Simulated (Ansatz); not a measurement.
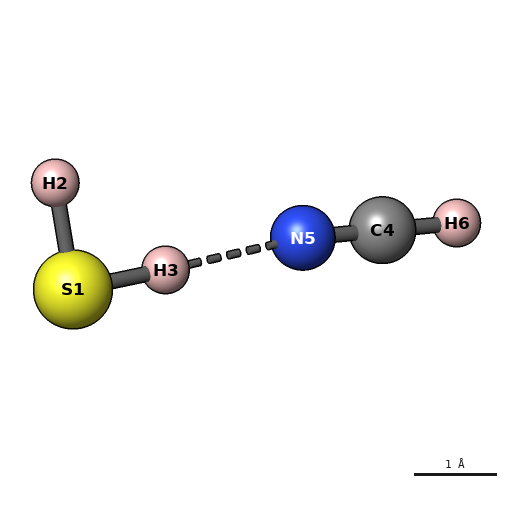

Simulated data, not a measurement (program: Ansatz).

Broken lines mark hydrogen bonds. Geometry: a pair of rigid molecules at a changed separation.

Tabulate the hydrogen bonds (donors O, N, F, S, Cl) with their geometry.

| D–H···A | D–H (Å) | H···A (Å) | angle (°) | kind |
| --- | --- | --- | --- | --- |
| S1–H3···N5 | 1.34 | 2.00 | 179 | intermolecular |
